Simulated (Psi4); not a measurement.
**CH4FSi (SMILES FC[SiH2]): U-wB97/6-31G (density fitting)**

Aim: the energy change on altering one bond length of CH4FSi at U-wB97/6-31G (density fitting), from 2 runs. 

The results are computed with Psi4 1.11.

## 1. The system as given

The species is CH4FSi (7 atoms), meant as a doublet with charge 0. As SMILES, `FC[SiH2]`. The shape is that of a GFN2-xTB optimisation. This is one conformer, not always the lowest.

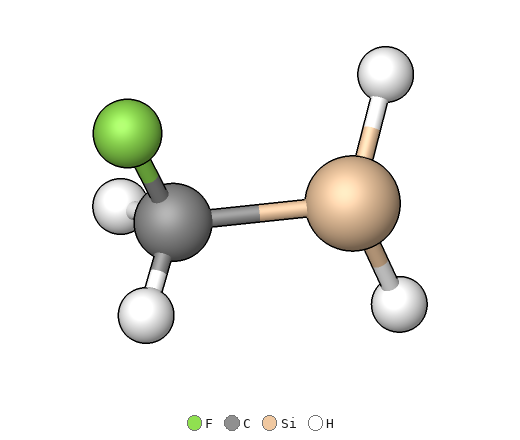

The structure, seen from a chosen angle (fluorine green, carbon grey, silicon light orange, hydrogen white).

## 2. Energy and one-electron properties at U-wB97/6-31G (density fitting)

Input file job.py:

```python
import psi4

psi4.set_memory('1600 MB')
psi4.set_num_threads(1)
psi4.set_output_file('run.log', False)

molecule = psi4.geometry("""
0 2
F     -1.836860    -0.025350     0.073010
C     -0.586200    -0.230660    -0.476650
Si     0.775350     0.009120     0.848120
H     -0.597080    -1.238190    -0.902400
H     -0.496440     0.488720    -1.298130
H      0.669960     1.311040     1.488860
H      2.071270    -0.314670     0.267190
""")

psi4.set_options({
    'reference': 'uks',
    'scf_type': 'df',
})

energy_value, wavefunction = psi4.energy('wb97/6-31G', molecule=molecule, return_wfn=True)
psi4.oeprop(wavefunction, 'NO_OCCUPATIONS', 'MBIS_CHARGES')
print(f'wb97/6-31G energy: {energy_value:.10f} Eh')
```

Command:

```
$ python job.py
```

run.log:

```text
[...]
  Running in c1 symmetry.
[...]
  Nuclear repulsion =  101.127698508504722
[...]
  Multiplicity = 2
[...]
  Nalpha       = 17
  Nbeta        = 16
[...]
    Number of basis functions: 39
[...]
   @DF-UKS iter   1:  -429.61099000234498   -5.96927e-01   6.75470e-03 ADIIS/DIIS
[...]
   @DF-UKS iter   9:  -429.64727316905402   -1.63369e-08   4.92021e-07 DIIS
[...]
   @S^2 Observed:                7.518691252E-01
[...]
    Orbital Energies [Eh]
    ---------------------
    Alpha Occupied:
       1A    -65.687803     2A    -24.483351     3A    -10.214930
       4A     -5.310658     5A     -3.705705     6A     -3.704132
       7A     -3.704060     8A     -1.307047     9A     -0.843985
      10A     -0.688464    11A     -0.611020    12A     -0.595818
      13A     -0.545286    14A     -0.485989    15A     -0.446928
      16A     -0.411142    17A     -0.315279
    Alpha Virtual:
      18A      0.124164    19A      0.158225    20A      0.185643
      21A      0.222151    22A      0.240385    23A      0.269545
      24A      0.314869    25A      0.331072    26A      0.356345
[...]
  @DF-UKS Final Energy:  -429.64727316905402
   => Energetics <=
    Nuclear Repulsion Energy =            101.1276985085047215
    One-Electron Energy =                -794.9696942418988783
    Two-Electron Energy =                 295.7105407270154274
    DFT Exchange-Correlation Energy =     -31.5158181626753162
    Empirical Dispersion Energy =           0.0000000000000000
    VV10 Nonlocal Energy =                  0.0000000000000000
    Total Energy =                       -429.6472731690540172
[...]
 Multipole Moments:
 ------------------------------------------------------------------------------------
     Multipole            Electronic (a.u.)      Nuclear  (a.u.)        Total (a.u.)
 ------------------------------------------------------------------------------------
 L = 1.  Multiply by 2.5417464519 to convert [e a0] to [Debye]
 Dipole X            :         -3.4406163            4.1284031            0.6877867
 Dipole Y            :         -0.4434093            0.3788199           -0.0645894
 Dipole Z            :          0.9125422           -1.3175934           -0.4050512
 Magnitude           :                                                    0.8008051
[...]
```

Standard output:

```text
wb97/6-31G energy: -429.6472731691 Eh
```

Run time: 7.2 s. Hardware: 1 thread of Intel Xeon 6975P-C (Granite Rapids), shared host; peak memory 0.36 GiB.

Atomic charges (e):

| atom | MBIS |
| --- | --- |
| F1 | -0.206 |
| C2 | -0.244 |
| Si3 | +0.402 |
| H4 | +0.142 |
| H5 | +0.140 |
| H6 | -0.109 |
| H7 | -0.124 |

## 3. The distorted shape, same level

Input file input.inp:

```
memory 1600 MB

molecule {
  0 2
  F     -1.854808    -0.169193     0.237269
  C     -0.604148    -0.374503    -0.312391
  Si     0.757402    -0.134723     1.012379
  H     -0.615028    -1.382033    -0.738141
  H     -0.496440     0.488720    -1.298130
  H      0.652012     1.167197     1.653119
  H      2.053322    -0.458513     0.431449
}

set {
  reference uks
  scf_type  df
}

e_tot, wfn = energy('wb97/6-31G', return_wfn=True)
oeprop(wfn, 'NO_OCCUPATIONS', 'MBIS_CHARGES')
```

Command:

```
$ psi4 -n 1 input.inp input.out
```

input.out:

```text
[...]
  Running in c1 symmetry.
[...]
  Nuclear repulsion =  100.244568971538328
[...]
  Multiplicity = 2
[...]
  Nalpha       = 17
  Nbeta        = 16
[...]
    Number of basis functions: 39
[...]
   @DF-UKS iter   1:  -429.58977753433504   -6.80900e-01   6.76723e-03 ADIIS/DIIS
[...]
   @DF-UKS iter   9:  -429.62832751880501   -2.40175e-08   5.73441e-07 DIIS
[...]
   @S^2 Observed:                7.520699838E-01
[...]
    Orbital Energies [Eh]
    ---------------------
    Alpha Occupied:
       1A    -65.689963     2A    -24.489470     3A    -10.237173
       4A     -5.312690     5A     -3.707680     6A     -3.706264
       7A     -3.706064     8A     -1.311684     9A     -0.831551
      10A     -0.686929    11A     -0.604988    12A     -0.585275
      13A     -0.548155    14A     -0.486891    15A     -0.441918
      16A     -0.412584    17A     -0.314983
    Alpha Virtual:
      18A      0.116686    19A      0.156176    20A      0.178912
      21A      0.194869    22A      0.231405    23A      0.267623
      24A      0.301134    25A      0.330145    26A      0.352405
[...]
  @DF-UKS Final Energy:  -429.62832751880501
   => Energetics <=
    Nuclear Repulsion Energy =            100.2445689715383281
    One-Electron Energy =                -793.1764904911328813
    Two-Electron Energy =                 294.7590219374890239
    DFT Exchange-Correlation Energy =     -31.4554279366995004
    Empirical Dispersion Energy =           0.0000000000000000
    VV10 Nonlocal Energy =                  0.0000000000000000
    Total Energy =                       -429.6283275188050084
[...]
 Multipole Moments:
 ------------------------------------------------------------------------------------
     Multipole            Electronic (a.u.)      Nuclear  (a.u.)        Total (a.u.)
 ------------------------------------------------------------------------------------
 L = 1.  Multiply by 2.5417464519 to convert [e a0] to [Debye]
 Dipole X            :         -3.4547275            4.1444168            0.6896893
 Dipole Y            :         -0.6136964            0.5071607           -0.1065356
 Dipole Z            :          1.1361902           -1.4641500           -0.3279598
 Magnitude           :                                                    0.7710894
[...]
```

Wall time 7.2 s (1 thread of Intel Xeon 6975P-C (Granite Rapids), shared host); peak memory 0.37 GiB.

Atomic charges (e):

```
atom    MBIS
  F1  -0.185
  C2  -0.277
 Si3  +0.420
  H4  +0.161
  H5  +0.112
  H6  -0.109
  H7  -0.122
```

## 4. Results

At U-wB97/6-31G (density fitting):

| quantity | value |
| --- | --- |
| first shape: total energy | -429.64727 Eh |
| first shape: dipole moment | 2.04 D |
| first shape: HOMO energy (highest over α and β) | -8.58 eV |
| first shape: LUMO energy (lowest over α and β) | -0.58 eV |
| first shape: ⟨S²⟩ | 0.752 |
| distorted shape: total energy | -429.62833 Eh |
| distorted shape: dipole moment | 1.96 D |
| distorted shape: HOMO energy (highest over α and β) | -8.57 eV |
| distorted shape: LUMO energy (lowest over α and β) | -0.64 eV |
| distorted shape: ⟨S²⟩ | 0.752 |
| energy change with the C2–H5 bond stretched from 1.096 to 1.315 Å | 0.516 eV |

In words: With the C2–H5 bond stretched from 1.096 to 1.315 Å the energy rises by 0.52 eV (11.9 kcal/mol). The first shape isn't relaxed at this level, so the change isn't measured from a minimum.
